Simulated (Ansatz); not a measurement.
Molecular dynamics of BClF₂ (part 4 of 4)

The same run, continued: BClF₂; RKS PBE0-D4/6-31G (Ansatz 0.2.0). It belongs to a series of runs on one base structure; here: dynamics from the start.

Geometry of the input (Å):
```
B  0.0316  0.0000  -0.0182
F  0.0159  0.0000  1.3293
Cl 1.5634  0.0000  -0.9026
F  -1.1432  0.0000  -0.6784
```

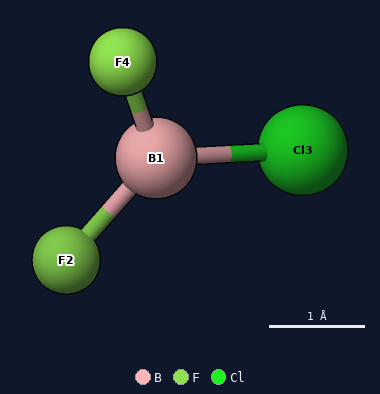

Figure 1. The geometry at step 127 of the log (ball-and-stick view, seen at a tilt; atoms are numbered from 1 in the order of the input).

## Trajectory as extended XYZ, continued
```
4
Properties=species:S:1:pos:R:3:forces:R:3 step=103 time_fs=103.0 energy=-18623.79010 temperature=308.5
B     0.0345   -0.0524   -0.0845    1.8670   0.6502   3.9957
F    -0.0737    0.0131    1.3446    0.9940  -0.3326  -2.2466
Cl    1.6095    0.0057   -0.9263   -0.7135  -0.1859   0.3103
F    -1.1413    0.0061   -0.6119   -2.1475  -0.1317  -2.0594
4
Properties=species:S:1:pos:R:3:forces:R:3 step=105 time_fs=105.0 energy=-18623.88431 temperature=667.1
B     0.0478   -0.0513   -0.0625    0.9047   0.6570   2.9612
F    -0.0800    0.0125    1.3417    1.0678  -0.3074  -1.6788
Cl    1.6066    0.0056   -0.9298   -0.6213  -0.1817   0.3829
F    -1.1372    0.0063   -0.6148   -1.3512  -0.1679  -1.6653
4
Properties=species:S:1:pos:R:3:forces:R:3 step=106 time_fs=106.0 energy=-18623.93453 temperature=858.3
B     0.0558   -0.0499   -0.0472    0.2950   0.6483   2.1516
F    -0.0823    0.0120    1.3389    1.0833  -0.2829  -1.2163
Cl    1.6049    0.0054   -0.9315   -0.5767  -0.1768   0.4326
F    -1.1362    0.0063   -0.6177   -0.8016  -0.1886  -1.3678
4
Properties=species:S:1:pos:R:3:forces:R:3 step=108 time_fs=108.0 energy=-18623.98255 temperature=1040.9
B     0.0722   -0.0454   -0.0118   -0.8177   0.5899   0.0686
F    -0.0853    0.0105    1.3316    1.0406  -0.2123   0.0833
Cl    1.6010    0.0050   -0.9344   -0.5087  -0.1616   0.5561
F    -1.1353    0.0059   -0.6252    0.2858  -0.2160  -0.7080
4
Properties=species:S:1:pos:R:3:forces:R:3 step=110 time_fs=110.0 energy=-18623.92984 temperature=840.0
B     0.0858   -0.0388    0.0238   -1.5142   0.4796  -2.3216
F    -0.0863    0.0086    1.3246    0.8850  -0.1277   1.7368
Cl    1.5966    0.0045   -0.9366   -0.4711  -0.1396   0.6928
F    -1.1338    0.0051   -0.6342    1.1003  -0.2122  -0.1081
4
Properties=species:S:1:pos:R:3:forces:R:3 step=111 time_fs=111.0 energy=-18623.87769 temperature=641.8
B     0.0907   -0.0348    0.0390   -1.6900   0.4139  -3.4312
F    -0.0860    0.0076    1.3223    0.7802  -0.0896   2.5447
Cl    1.5942    0.0041   -0.9375   -0.4565  -0.1259   0.7537
F    -1.1324    0.0046   -0.6389    1.3662  -0.1984   0.1329
4
Properties=species:S:1:pos:R:3:forces:R:3 step=113 time_fs=113.0 energy=-18623.79288 temperature=320.8
B     0.0959   -0.0258    0.0595   -1.8054   0.2870  -4.9062
F    -0.0844    0.0053    1.3217    0.6013  -0.0407   3.6148
Cl    1.5890    0.0033   -0.9386   -0.4126  -0.0939   0.8315
F    -1.1272    0.0032   -0.6479    1.6166  -0.1524   0.4599
4
Properties=species:S:1:pos:R:3:forces:R:3 step=115 time_fs=115.0 energy=-18623.81742 temperature=414.7
B     0.0947   -0.0158    0.0628   -1.7462   0.1751  -4.7943
F    -0.0816    0.0030    1.3283    0.5633  -0.0268   3.4135
Cl    1.5834    0.0024   -0.9388   -0.3266  -0.0570   0.8261
F    -1.1189    0.0015   -0.6560    1.5095  -0.0913   0.5548
4
Properties=species:S:1:pos:R:3:forces:R:3 step=116 time_fs=116.0 energy=-18623.87157 temperature=620.4
B     0.0917   -0.0105    0.0579   -1.6508   0.1188  -4.1258
F    -0.0797    0.0018    1.3343    0.5972  -0.0227   2.8263
Cl    1.5804    0.0020   -0.9386   -0.2653  -0.0375   0.7910
F    -1.1135    0.0005   -0.6597    1.3188  -0.0586   0.5085
4
Properties=species:S:1:pos:R:3:forces:R:3 step=118 time_fs=118.0 energy=-18623.99373 temperature=1085.2
B     0.0815    0.0003    0.0380   -1.2103  -0.0081  -2.0106
F    -0.0751   -0.0006    1.3501    0.6888   0.0027   1.1154
Cl    1.5743    0.0010   -0.9375   -0.1165   0.0019   0.6734
F    -1.1009   -0.0014   -0.6662    0.6380   0.0035   0.2218
4
Properties=species:S:1:pos:R:3:forces:R:3 step=119 time_fs=119.0 energy=-18624.02989 temperature=1223.2
B     0.0746    0.0057    0.0248   -0.8205  -0.0775  -0.7938
F    -0.0722   -0.0018    1.3591    0.7133   0.0271   0.2060
Cl    1.5712    0.0005   -0.9366   -0.0368   0.0212   0.6020
F    -1.0941   -0.0024   -0.6693    0.1440   0.0292  -0.0141
4
Properties=species:S:1:pos:R:3:forces:R:3 step=121 time_fs=121.0 energy=-18624.01309 temperature=1159.9
B     0.0592    0.0163   -0.0026    0.2815  -0.2114   1.5049
F    -0.0655   -0.0041    1.3770    0.6853   0.0925  -1.3509
Cl    1.5649   -0.0005   -0.9345    0.1144   0.0580   0.4621
F    -1.0804   -0.0043   -0.6756   -1.0812   0.0610  -0.6161
4
Properties=species:S:1:pos:R:3:forces:R:3 step=123 time_fs=123.0 energy=-18623.90858 temperature=762.4
B     0.0448    0.0261   -0.0248    1.4974  -0.3208   3.2474
F    -0.0573   -0.0063    1.3922    0.5769   0.1641  -2.3858
Cl    1.5588   -0.0013   -0.9318    0.2445   0.0915   0.3497
F    -1.0689   -0.0060   -0.6831   -2.3188   0.0652  -1.2113
4
Properties=species:S:1:pos:R:3:forces:R:3 step=124 time_fs=124.0 energy=-18623.85503 temperature=558.7
B     0.0393    0.0306   -0.0319    1.9507  -0.3666   3.8057
F    -0.0528   -0.0073    1.3981    0.5096   0.1973  -2.7066
Cl    1.5558   -0.0018   -0.9304    0.3034   0.1067   0.3075
F    -1.0648   -0.0069   -0.6877   -2.7636   0.0626  -1.4065
4
Properties=species:S:1:pos:R:3:forces:R:3 step=126 time_fs=126.0 energy=-18623.81145 temperature=392.5
B     0.0338    0.0386   -0.0356    2.1820  -0.4566   4.1529
F    -0.0430   -0.0089    1.4057    0.3765   0.2525  -3.0002
Cl    1.5502   -0.0025   -0.9272    0.4158   0.1332   0.2501
F    -1.0609   -0.0085   -0.6992   -2.9743   0.0709  -1.4028
4
Properties=species:S:1:pos:R:3:forces:R:3 step=127 time_fs=127.0 energy=-18623.83095 temperature=466.1
B     0.0340    0.0420   -0.0319    1.9212  -0.5062   3.9275
F    -0.0378   -0.0095    1.4072    0.3158   0.2727  -2.9842
Cl    1.5475   -0.0028   -0.9255    0.4686   0.1443   0.2346
F    -1.0612   -0.0092   -0.7060   -2.7056   0.0891  -1.1779
4
Properties=species:S:1:pos:R:3:forces:R:3 step=129 time_fs=129.0 energy=-18623.91982 temperature=803.7
B     0.0391    0.0474   -0.0145    0.8870  -0.6080   2.7757
F    -0.0270   -0.0103    1.4058    0.2039   0.2934  -2.6191
Cl    1.5426   -0.0033   -0.9219    0.5531   0.1620   0.2314
F    -1.0657   -0.0105   -0.7212   -1.6441   0.1526  -0.3880
4
Properties=species:S:1:pos:R:3:forces:R:3 step=131 time_fs=131.0 energy=-18623.99124 temperature=1075.5
B     0.0474    0.0507    0.0128   -0.2850  -0.6812   0.9277
F    -0.0157   -0.0105    1.3991    0.0874   0.2810  -1.7665
Cl    1.5382   -0.0036   -0.9180    0.5864   0.1736   0.2664
F    -1.0736   -0.0115   -0.7372   -0.3889   0.2266   0.5724
4
Properties=species:S:1:pos:R:3:forces:R:3 step=132 time_fs=132.0 energy=-18623.99559 temperature=1091.8
B     0.0514    0.0514    0.0281   -0.7615  -0.6948  -0.1640
F    -0.0100   -0.0104    1.3943    0.0212   0.2607  -1.1518
Cl    1.5363   -0.0037   -0.9160    0.5802   0.1770   0.2956
F    -1.0779   -0.0119   -0.7449    0.1601   0.2571   1.0202
4
Properties=species:S:1:pos:R:3:forces:R:3 step=134 time_fs=134.0 energy=-18623.93228 temperature=849.9
B     0.0570    0.0510    0.0572   -1.3789  -0.6695  -2.4521
F     0.0014   -0.0098    1.3833   -0.1268   0.1973   0.3519
Cl    1.5329   -0.0038   -0.9117    0.5356   0.1787   0.3597
F    -1.0862   -0.0122   -0.7585    0.9701   0.2936   1.7404
4
Properties=species:S:1:pos:R:3:forces:R:3 step=135 time_fs=135.0 energy=-18623.87742 temperature=640.9
B     0.0581    0.0499    0.0690   -1.5309  -0.6361  -3.5076
F     0.0070   -0.0094    1.3779   -0.2018   0.1609   1.1291
Cl    1.5314   -0.0037   -0.9094    0.5083   0.1765   0.3839
F    -1.0897   -0.0121   -0.7641    1.2244   0.2988   1.9946
4
Properties=species:S:1:pos:R:3:forces:R:3 step=137 time_fs=137.0 energy=-18623.78562 temperature=292.4
B     0.0561    0.0460    0.0824   -1.6063  -0.5546  -4.9542
F     0.0180   -0.0082    1.3691   -0.3276   0.1035   2.2862
Cl    1.5288   -0.0035   -0.9045    0.4736   0.1652   0.3890
F    -1.0947   -0.0115   -0.7720    1.4603   0.2859   2.2790
4
Properties=species:S:1:pos:R:3:forces:R:3 step=139 time_fs=139.0 energy=-18623.79679 temperature=335.3
B     0.0484    0.0401    0.0785   -1.4442  -0.4803  -4.9398
F     0.0282   -0.0069    1.3648   -0.4084   0.0885   2.3663
Cl    1.5268   -0.0030   -0.8991    0.4909   0.1448   0.3152
F    -1.0968   -0.0103   -0.7754    1.3617   0.2470   2.2584
4
Properties=species:S:1:pos:R:3:forces:R:3 step=140 time_fs=140.0 energy=-18623.84458 temperature=516.7
B     0.0426    0.0365    0.0698   -1.2622  -0.4449  -4.3321
F     0.0331   -0.0061    1.3645   -0.4413   0.0939   1.9560
Cl    1.5260   -0.0028   -0.8963    0.5209   0.1314   0.2484
F    -1.0968   -0.0095   -0.7754    1.1827   0.2196   2.1277
4
Properties=species:S:1:pos:R:3:forces:R:3 step=142 time_fs=142.0 energy=-18623.96109 temperature=959.4
B     0.0278    0.0282    0.0417   -0.6135  -0.3580  -2.2682
F     0.0420   -0.0045    1.3665   -0.5240   0.1049   0.5834
Cl    1.5248   -0.0021   -0.8906    0.6097   0.1002   0.0730
F    -1.0951   -0.0076   -0.7722    0.5277   0.1529   1.6117
4
Properties=species:S:1:pos:R:3:forces:R:3 step=144 time_fs=144.0 energy=-18624.00454 temperature=1124.9
B     0.0109    0.0186    0.0055    0.4713  -0.2364   0.2306
F     0.0499   -0.0026    1.3697   -0.6389   0.0902  -0.8883
Cl    1.5242   -0.0014   -0.8847    0.7080   0.0650  -0.1241
F    -1.0924   -0.0054   -0.7658   -0.5404   0.0812   0.7818
4
Properties=species:S:1:pos:R:3:forces:R:3 step=145 time_fs=145.0 energy=-18623.98128 temperature=1036.6
B     0.0028    0.0134   -0.0128    1.1346  -0.1668   1.4153
F     0.0534   -0.0016    1.3708   -0.6998   0.0707  -1.4907
Cl    1.5243   -0.0009   -0.8818    0.7521   0.0467  -0.2198
F    -1.0913   -0.0042   -0.7619   -1.1868   0.0493   0.2952
4
Properties=species:S:1:pos:R:3:forces:R:3 step=147 time_fs=147.0 energy=-18623.87882 temperature=647.9
B    -0.0097    0.0027   -0.0447    2.3904  -0.0292   3.3117
F     0.0593    0.0005    1.3705   -0.8003   0.0146  -2.3062
Cl    1.5249   -0.0001   -0.8762    0.8303   0.0096  -0.3956
F    -1.0913   -0.0018   -0.7538   -2.4204   0.0049  -0.6099
4
Properties=species:S:1:pos:R:3:forces:R:3 step=148 time_fs=148.0 energy=-18623.83071 temperature=465.6
B    -0.0130   -0.0027   -0.0566    2.7955   0.0341   3.9131
F     0.0616    0.0015    1.3686   -0.8307  -0.0182  -2.5188
Cl    1.5256    0.0003   -0.8736    0.8701  -0.0086  -0.4760
F    -1.0929   -0.0006   -0.7501   -2.8348  -0.0072  -0.9183
4
Properties=species:S:1:pos:R:3:forces:R:3 step=150 time_fs=150.0 energy=-18623.81102 temperature=390.8
B    -0.0121   -0.0134   -0.0696    2.7678   0.1546   4.2557
F     0.0650    0.0036    1.3611   -0.8408  -0.0848  -2.5847
Cl    1.5276    0.0012   -0.8687    0.9660  -0.0432  -0.6251
F    -1.1007    0.0018   -0.7443   -2.8930  -0.0266  -1.0458
```

## Results in brief

```json
{"quantity": "outcome", "value": "finished"}
{"quantity": "mean temperature over the second half", "value": "734 K"}
{"quantity": "trajectory", "value": "150 steps, 150 fs"}
{"quantity": "ensemble", "value": "nve"}
{"quantity": "temperature in the input", "value": "1500.0 K"}
{"quantity": "time step", "value": "1.0 fs"}
{"quantity": "potential energy (last step)", "value": "−18623.8110 eV"}
{"quantity": "mean-field energy (last step)", "value": "−18623.7575 eV"}
{"quantity": "largest force (length of the vector) (last step)", "value": "5.079 eV/Å"}
{"quantity": "wall time", "value": "2.4 min"}
{"quantity": "peak memory", "value": "0.088 GiB"}
```

So short a trajectory is not equilibrated.
